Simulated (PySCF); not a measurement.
Te(SH)(SMe), SMILES S[Te]SC (CH4S2Te) at its CAM-B3LYP/def2-SVP optimised geometry (Å):

```
8

Te    -0.9554    -1.1723     0.0000
S      1.4661    -1.1723     0.0000
H      1.6337    -1.0403    -1.3334
S     -1.4661     1.1723     0.0000
C     -1.2262     1.6528     1.7384
H     -1.8811     1.0835     2.4102
H     -1.4862     2.7195     1.7992
H     -0.1773     1.5247     2.0357
```

Computed with CAM-B3LYP/def2-TZVP, def2 effective core potentials past Kr run with PySCF. The core electrons that the potentials of Te replace are not part of the density. Cells within 0.4 Å of a nucleus heavier than hydrogen are left out (blank, or x).

Map of the electrostatic potential (hartree/e), clipped to [-0.08, 0.12] on the plane z = 0.0 Å:

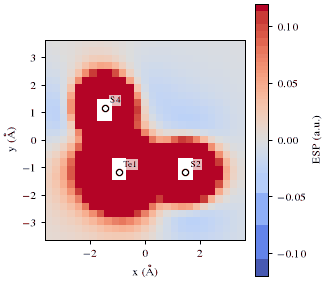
*Electrostatic potential (hartree/e), clipped to [-0.08, 0.12] on the plane z = 0.0 Å.*
